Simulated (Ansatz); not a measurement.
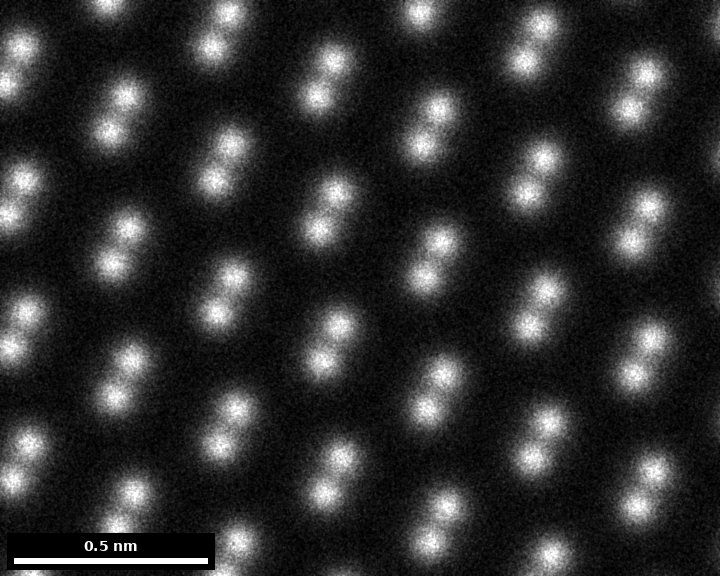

iDPC-like image of Lu (P6_3/mmc, No. 194). Simulated as the projected potential of neutral atoms (B = 0.5 Å²) blurred by a 0.50 Å probe, the thin-sample limit of integrated differential phase contrast. Shot noise was added. Atomic positions: coordinates from a relaxation at fixed volume with DFT HSE06, scalar-relativistic, plane waves, PAW (Ansatz 0.2.0).

```yaml
crystal:
  lattice:
    - [3.55716, 0.00000, 0.00000]
    - [-1.77858, 3.08059, 0.00000]
    - [0.00000, 0.00000, 5.54699]
  atoms:
    - { symbol: Lu, position: [0.33333, 0.66667, 0.75000] }
    - { symbol: Lu, position: [0.66667, 0.33333, 0.25000] }
```

Along which zone axis is the crystal seen: [310], [001], [311] or [101]? (Directions equivalent by symmetry count as one.)

Answer. [101]. The projected cells are 1.16 × 5.55 Å, 90° for [310]; 3.56 × 3.56 Å, 120° for [001]; 2.07 × 2.70 Å, 94° for [311]; 2.99 × 3.43 Å, 116° for [101], and the image repeats as the [101] one does.
